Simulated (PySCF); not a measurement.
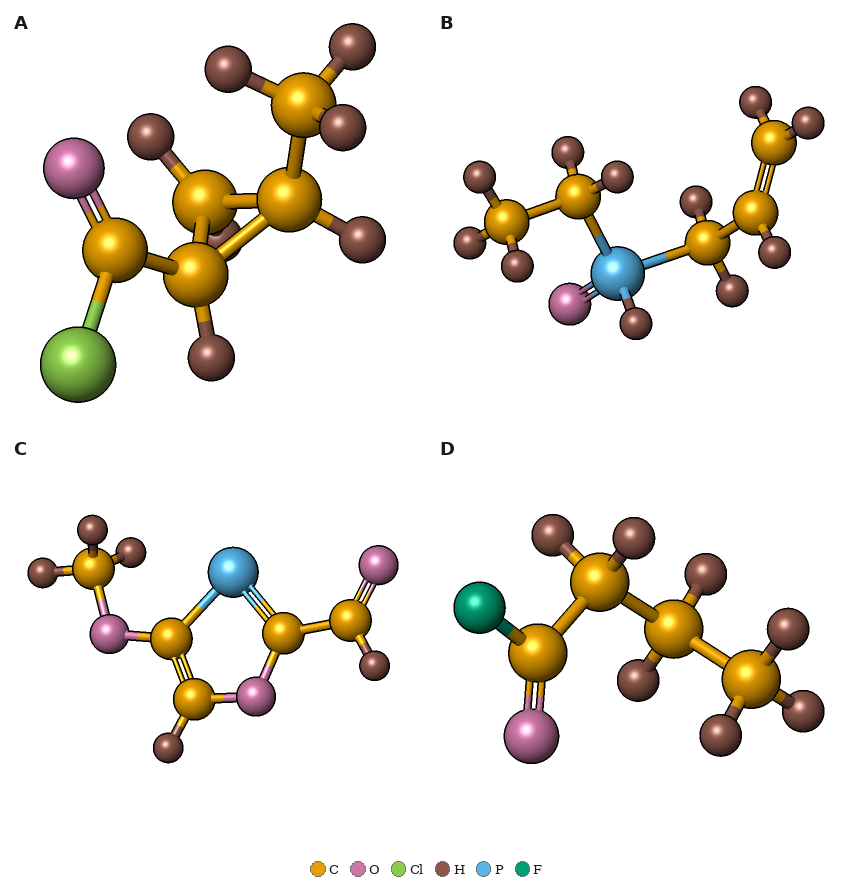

Figure made from data computed with PySCF.

Match each picture to its SMILES.
(1) C=CC[P@H](=O)CC
(2) CCCC(=O)F
(3) COc1coc(C=O)p1
(4) C[C@@H]1C[C@@H]1C(=O)Cl

A is (4), B is (1), C is (3), D is (2).
